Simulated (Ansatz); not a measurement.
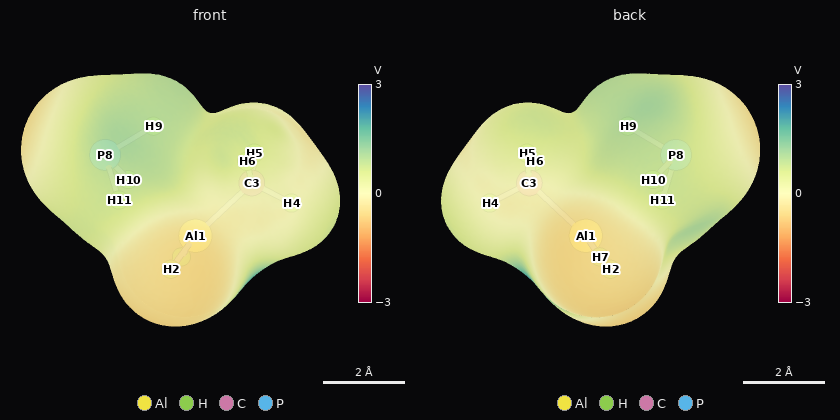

The picture shows: CH5Al···PH3. The molecular electrostatic potential painted on the density surface at 0.002 e/bohr³, seen from the front and from behind; the colour scale runs from red (negative) to blue (positive).

Theory: RKS LDA/6-31G* (Ansatz).

```xyz
11

Al    0.0226    0.0321    0.0628
H    -0.2658   -0.7114    1.4660
C     1.8224    0.0565   -0.6896
H     2.0192   -0.8851   -1.2397
H     1.9658    0.8813   -1.4116
H     2.6026    0.1350    0.0900
H    -1.2570    0.4445   -0.8244
P     0.2199    2.7760    1.3168
H     1.5080    2.4769    0.7542
H    -0.4804    2.4716    0.0918
H     0.0432    1.4319    1.8411
```

Describe the electrostatic potential map.

The most negative region (about −0.6 V) lies over H2 and H7, the most positive (about +2.0 V) over Al1.
